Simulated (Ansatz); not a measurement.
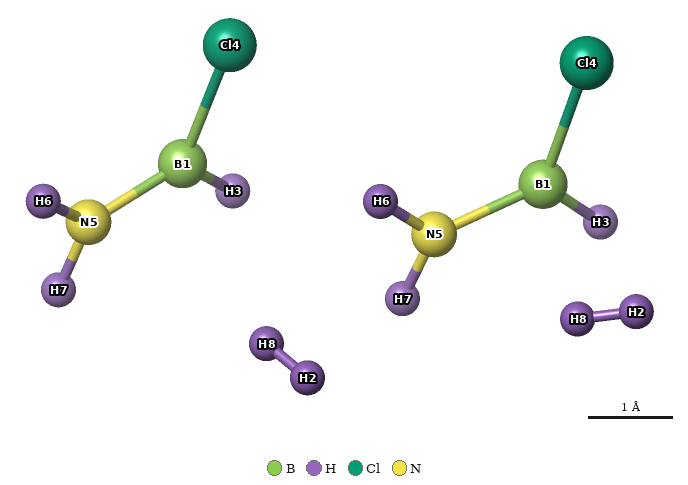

Two geometries of BNH$_{5}$Cl, drawn at one scale. One is the start of a relaxation, the other its converged end. The picture is a ball-and-stick view, seen from a free direction.

Theory: RKS PBE-D4/def2-mTZVP (Ansatz 0.2.0). (no spin polarisation; force threshold 0.03 eV/Å; at most 50 steps)

Q: Which geometry has the lower energy?

A: The left one is the relaxed one. The run prepares an end point of a later path (reaction) calculation, from a guessed geometry. The largest move after the best rigid fit is that of H2, 1.10 Å. By element the largest moves are H 1.10 Å, B 0.42 Å, Cl 0.35 Å, N 0.21 Å. Some distances before and after: B1–N5 1.468 → 1.393 Å, H2–H8 0.712 → 0.751 Å, B1–Cl4 1.776 → 1.785 Å. Over 16 accepted moves (19 points after the start) the energy falls by 0.383 eV. Largest force component: 2.4 eV/Å at the start, 0.023 eV/Å at the end. The line search rejected the trial steps at points 10, 12, 14 of the run. The forces were under the threshold at step 11, but the run went on from there.
